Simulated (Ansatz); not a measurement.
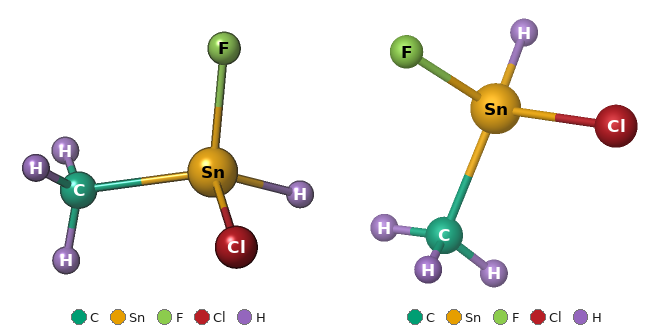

The same structure drawn twice, from different directions.

Describe the molecule.

It has 8 atoms: 1 carbon, 4 hydrogen, 1 chlorine, 1 fluorine and 1 tin (CH4ClFSn). Its SMILES string is `[CH3][Sn@@H]([F])[Cl]`. This geometry has C1 symmetry. Coordination: 1 C tetrahedral; 1 Sn tetrahedral.

The parts below concern this one geometry. Atoms keep their numbers from picture to picture. Computed geometry: PBE0-D4/def2-TZVP optimisation.

### Shape

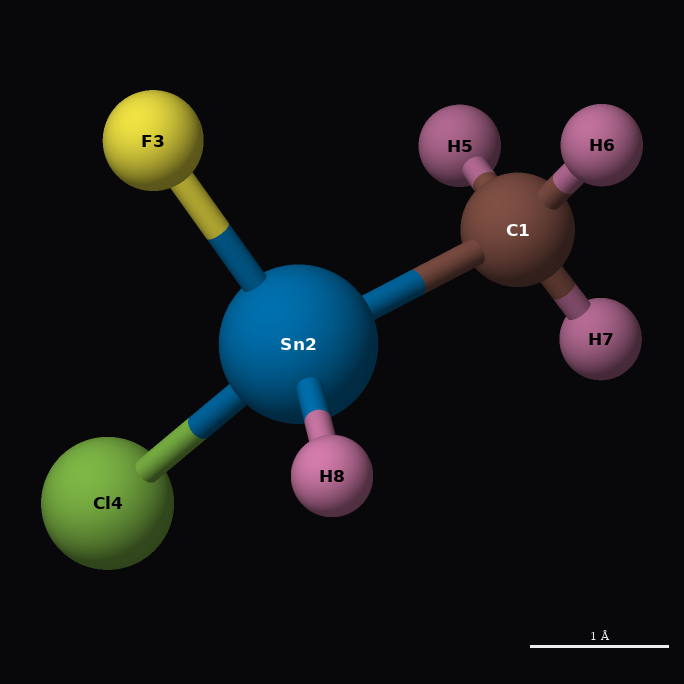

List the bonds and their lengths.

| bond | length (Å) |
| --- | --- |
| C1–Sn2 | 2.114 |
| C1–H5 | 1.089 |
| C1–H6 | 1.090 |
| C1–H7 | 1.089 |
| Sn2–F3 | 1.919 |
| Sn2–Cl4 | 2.320 |
| Sn2–H8 | 1.699 |

### Levels of theory compared

Program: Ansatz 0.2.0.

Tabulate HOMO energy (eV), HOMO–LUMO gap (eV) at these levels: B3LYP-D4/def2-TZVPP; B97M-V/def2-TZVPP; BHLYP-D4/def2-TZVPP; BLYP-D4/def2-TZVPP; r2SCAN-D4/def2-TZVPP; ωB97M-V/def2-QZVPP.

```
               level  HOMO energy (eV)  HOMO–LUMO gap (eV)
 B3LYP-D4/def2-TZVPP             −8.51                7.33
   B97M-V/def2-TZVPP             −7.85                6.31
 BHLYP-D4/def2-TZVPP             −9.97               10.08
  BLYP-D4/def2-TZVPP             −7.26                5.48
r2SCAN-D4/def2-TZVPP             −7.75                6.24
  ωB97M-V/def2-QZVPP            −10.99               11.83
```

### Dipole moment

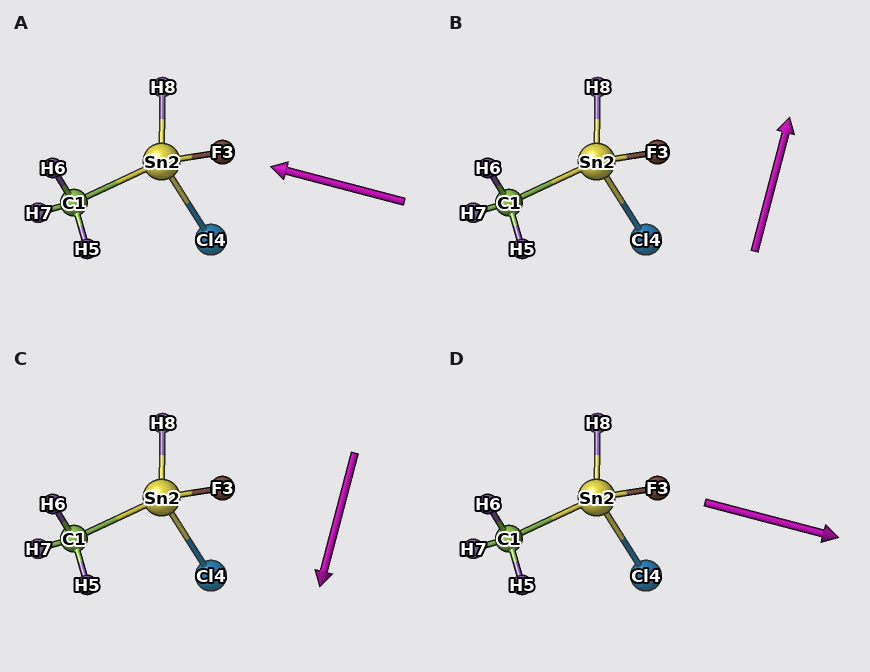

The same molecule four times, each with an arrow. Method: RKS ωB97M-V/def2-TZVPP, core potentials on Sn (Ansatz 0.2.0).

> Which arrow points along the dipole moment, from the negative to the positive end?

A. The dipole moment is 3.68 D; it points from the side of F3, Cl4 to the side of H7 (the outermost atoms at the two ends).

### Charges

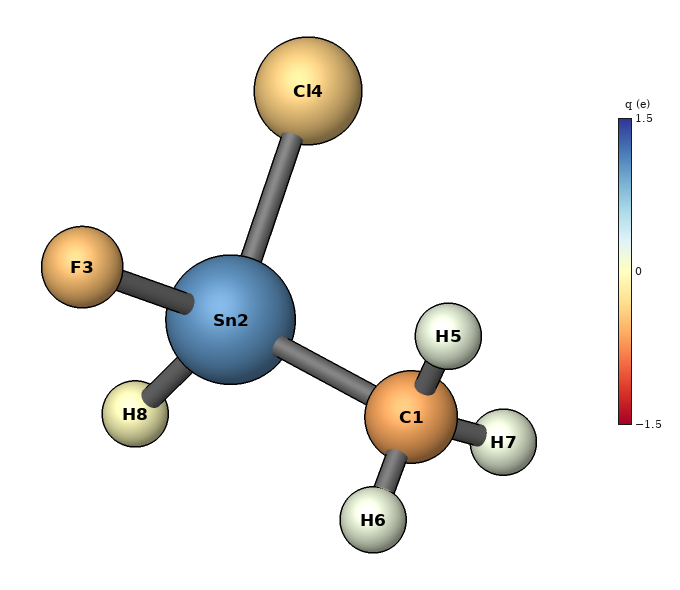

Atoms are coloured by their Mulliken charges. Level of theory: RKS PBE0-D4/def2-TZVP, core potentials on Sn (Ansatz 0.2.0).

> Which atom carries the highest charge (most positive or least negative)?

Sn2 (1.03 e).

> And the lowest?

C1 (−0.62 e).

List the Mulliken charges.

```csv
atom,value (e)
C1,−0.62
Sn2,1.03
F3,−0.49
Cl4,−0.38
H5,0.17
H6,0.16
H7,0.16
H8,−0.03
```

Mulliken values depend strongly on the basis set and can even reverse the polarity of a bond.
